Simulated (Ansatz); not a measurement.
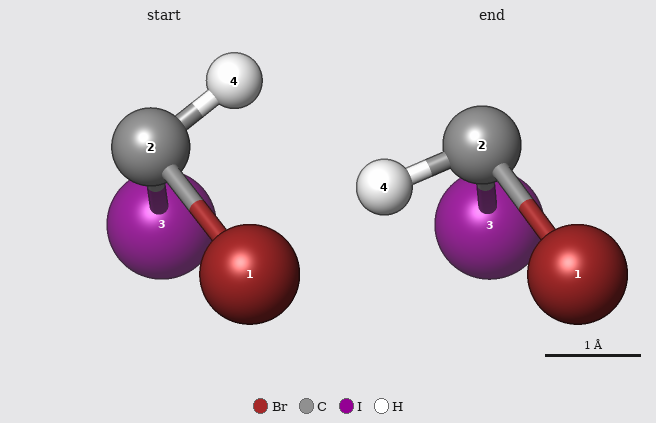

The two relaxed end points of a path for CHBrI (charge −1). Style: ball-and-stick. Shown from a free direction.

Method: RKS PBE-D4/def2-SVP (Ansatz 0.2.0).

Settings: 7 movable images; climbing image; force threshold 0.03 eV/Å; iteration limit 60.

Start:
```xyz
4

Br   -1.8237    0.1097   -0.3533
C     0.2322    0.0545   -0.6494
I     1.1559   -1.2039    1.1289
H     0.4356    1.0397   -0.1263
```

End:
```xyz
4

Br   -1.7775   -0.0131   -0.5506
C     0.0145    0.6325    0.2797
I     1.1913   -1.2979    0.9777
H     0.5716    0.6785   -0.7069
```

What barrier does the band find between them, and by what path?

Answer. The two ends have the same energy, and the highest point, image 4, lies 119.2 kJ/mol above the start. The motion is an umbrella inversion at C2. No bond forms or breaks between the ends. Among the angles between lasting bonds that change up to the highest image: I3–C2–H4 92.6° → 119.4°, Br1–C2–H4 95.1° → 120.1°. The band converged in 6 iterations. The largest component of the band force went from 5.7 to 0.022 eV/Å. The climbing image converged on the top of the path. Its vibrational analysis gives one imaginary mode (766i cm⁻¹), as a transition state must have.

Energies of the converged images:

| image | path (Å) | E (kJ/mol) |
| --- | --- | --- |
| 0 | 0.00 | 0.0 |
| 1 | 0.19 | 13.1 |
| 2 | 0.38 | 56.1 |
| 3 | 0.58 | 102.3 |
| 4 | 0.77 | 119.2 |
| 5 | 0.96 | 102.3 |
| 6 | 1.15 | 56.2 |
| 7 | 1.34 | 13.1 |
| 8 | 1.54 | 0.0 |

The geometry at the top of the path:

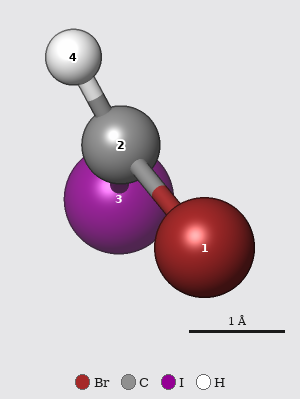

Limits of the set-up: the basis has no diffuse functions, which an anion needs.
